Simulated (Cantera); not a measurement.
Input: 1 mol S, 9.2 mol H2O, 0.24 mol H2, held at 75.0 Torr.

These are equilibrium values from Cantera (NASA tables, ideal gas, pure condensed phases), not measurements of a reactor. Candidate condensed phases: H2O, H2SO4, S; 19 gas species. Gases not in the tables: S3 to S7. Equilibrium is a limit: real reactors are often held back by kinetics, nucleation or transport.

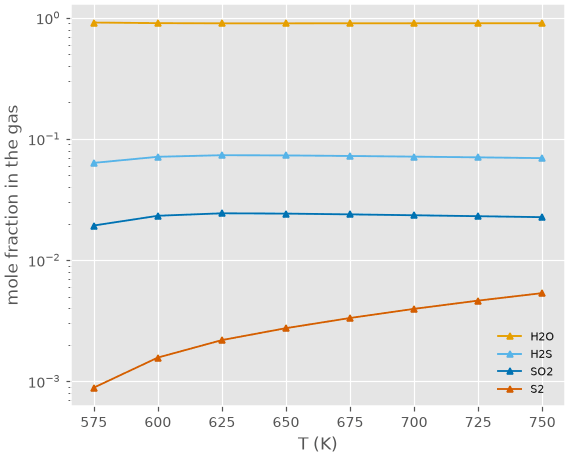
*Equilibrium gas composition (values under 1e-9 drawn at 1e-9)*

From 575 K to 750 K nothing is condensed.
